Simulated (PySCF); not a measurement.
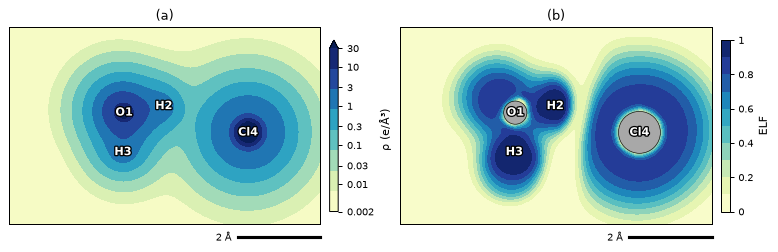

Figure. H2O···Cl (SMILES O.[Cl-]) (charge −1). (a) total electron density; (b) ELF on the molecular plane. Grey discs cover the atomic cores in the ELF map.

Geometry: GFN1-xTB.

The calculation used PySCF 2.14.0, PBE0-D3(BJ)/def2-TZVPD, SCF density, gas phase.

The calculation's input:

```
{"job": {"kind": "inter", "xc": "PBE0", "basis": "def2-TZVPD", "disp": "d3bj", "pairs": false}, "charge": -1, "multiplicity": 1, "parts": [{"atoms": "0-2", "charge": 0, "multiplicity": 1}, {"atoms": "3-3", "charge": -1, "multiplicity": 1}]}
O     -0.046871     0.270314    -0.247702
H     -0.699037    -0.165116     0.339337
H      0.770784    -0.120451     0.067710
Cl    -1.266502    -1.498857     1.922588
```

Command:

```sh
OMP_NUM_THREADS=1 python cluster_run.py task.json out
```

Interpret the plot.

Answer.
- The section cuts through O, H and Cl sites.
- Cl4···H2 (2.15 Å): the density falls to about 0.2 e/Å³ on the way; the ELF dips to about 0.15 between them; a closed-shell contact with the geometry of a hydrogen bond.
- O–H (0.96 Å): ρ at the midpoint is about 3.8 e/Å³; the ELF climbs to about 1 towards the hydrogen, as it does in any bond to H (an ordinary covalent bond to hydrogen).
- The ELF also peaks beside O1, away from the bonds: lone-pair regions.
